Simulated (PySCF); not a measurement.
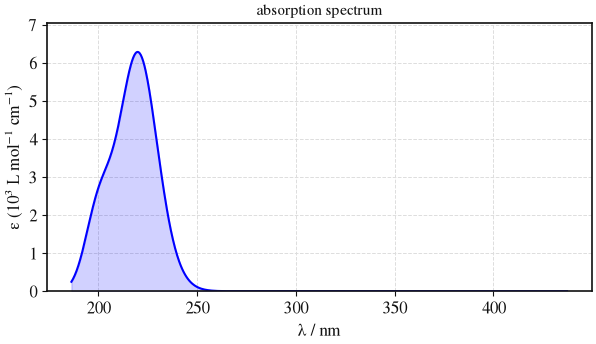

Computed absorption of C₄H₇N₃OSi, SMILES CC(=O)c1n[nH]nc1[SiH3]. Vertical TDDFT excitations, PBE0/def2-SVPD, PySCF, at a GFN2-xTB geometry (no frequency check), gas phase. Only the first 6 singlet excitations are included; each is broadened by a Gaussian of 1/e half-width 0.33 eV.

Q: Which of the computed transitions is the brightest, and what character does the calculation give it?

A: S2 at 5.62 eV (221 nm), f = 0.123, mainly HOMO−1 → LUMO (92 %).

Q: Where is the lowest singlet, and is it bright?

A: S1 lies at 4.04 eV (307 nm) with f = 0.000, mainly HOMO → LUMO (95 %); it is dark or nearly so.

Known limits of this run: the tight-binding geometry is rougher than a DFT one and adds to the error; one conformer of a flexible molecule; core orbitals are frozen in the response.
